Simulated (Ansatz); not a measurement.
ClFHNSi2

Input file:

```
crystal:
  periodic: [false, false, false]
  atoms:
    - {symbol: Cl, position_ang: [-1.540249, 2.538288, 0.672621]}
    - {symbol: F, position_ang: [-1.198948, -2.780237, 0.801085]}
    - {symbol: N, position_ang: [-1.883302, -0.340408, 1.226490]}
    - {symbol: Si, position_ang: [-2.289584, -1.977267, 1.735804]}
    - {symbol: Si, position_ang: [-2.649635, 1.127694, 1.808136]}
    - {symbol: H, position_ang: [-1.133255, -0.254113, 0.530705]}
basis:
  gaussian:
    orbitals: def2-TZVPD
hamiltonian:
  xc: pbe0
output:
  forces: true
  orbitals: {seedname: orbitals}
```

Launched as:

```sh
ansatz run input.yaml --threads 1 --pin off --max-ram 2610MiB --events-out events.jsonl --progress --plain --runs-dir runs
```

Geometry: B3LYP-D3(BJ)/def2-SVP.

The calculation used isolated molecule in a Gaussian basis; Kohn-Sham density functional theory, functional PBE0 (Ansatz).

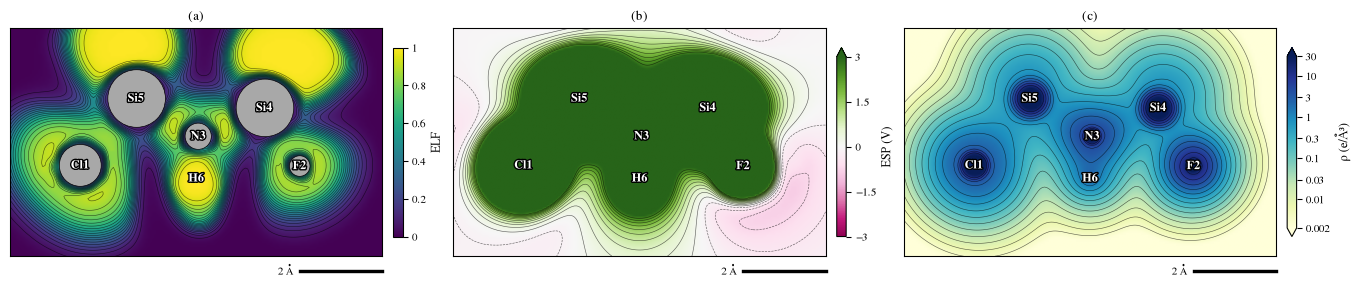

Figure 1. (a) ELF; (b) electrostatic potential; (c) total electron density on the molecular plane. Grey discs cover the atomic cores in the ELF map.

### Interpret the plot.

The plane passes through Cl, F, N, Si and H nuclei. Si–F (1.65 Å): ρ is about 1.1 e/Å³ halfway; the ELF peaks at about 0.85 in the valence shell of F, 0.6 Å from its nucleus, and is about 0.55 at the midpoint. Si–N (1.76 Å): the density is about 1 e/Å³ at the midpoint; the ELF peaks at about 0.90 between the atoms: a polar covalent bond. Si–Cl (2.12 Å): ρ at the midpoint is about 0.79 e/Å³; the ELF peaks at about 0.85 between the atoms; a polar covalent bond. N–H (1.03 Å): ρ at the midpoint is about 2.8 e/Å³; the ELF climbs to about 1 towards the hydrogen, as it does in any bond to H: an ordinary covalent bond to hydrogen. The ELF also peaks beside Cl1, F2, Si4 and Si5, away from the bonds: lone-pair regions. Outside the dense part of the molecule the potential is most negative (−0.9 V) near F2.

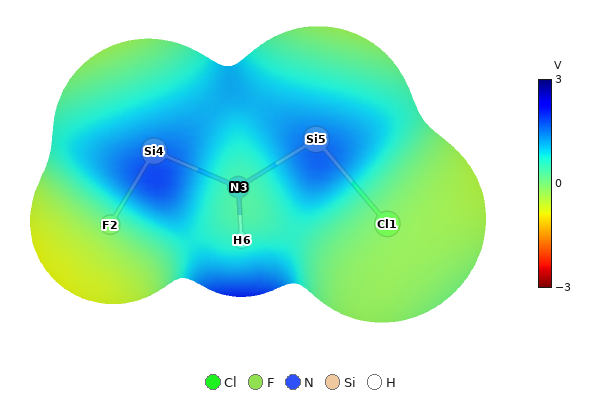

Figure 2. The electrostatic potential painted on the density surface at 0.002 e/bohr³, seen across its widest extent; red is negative and blue positive.

### Which sites attract a positive test charge, and which a negative one?

A positive charge is drawn to the negative regions and a negative charge to the positive ones. The most negative region (about −0.8 V) lies over F2, the most positive (about +2.0 V) over H6.

### What dipole moment does the calculation give?

Its dipole moment is 0.57 D.

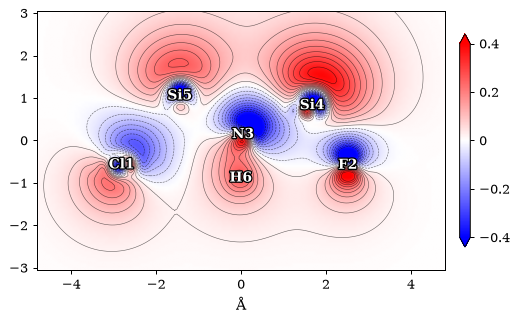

Figure 3. The HOMO−1 on the molecular plane (values in Å⁻³ᐟ²; the overall sign is arbitrary).

### Where does this orbital lie, and at what energy?

Its weight (Hirshfeld) is mainly on Si4 (about 50 %), Si5 (about 25 %), N3 (about 10 %) and Cl1 (about 10 %); it is symmetric in the molecular plane (an in-plane orbital: σ, lone-pair or in-plane π type). Its energy is −7.97 eV.

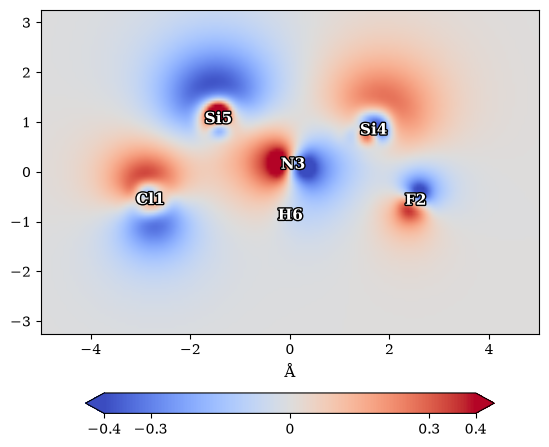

Figure 4. The HOMO on the molecular plane (values in Å⁻³ᐟ²; the overall sign is arbitrary).

### Where does this orbital lie, and at what energy?

It lies mainly on Si5 (about 45 %), Si4 (about 25 %), Cl1 (about 15 %) and N3 (about 10 %); it is symmetric in the molecular plane (an in-plane orbital: σ, lone-pair or in-plane π type). Its energy is −7.49 eV.
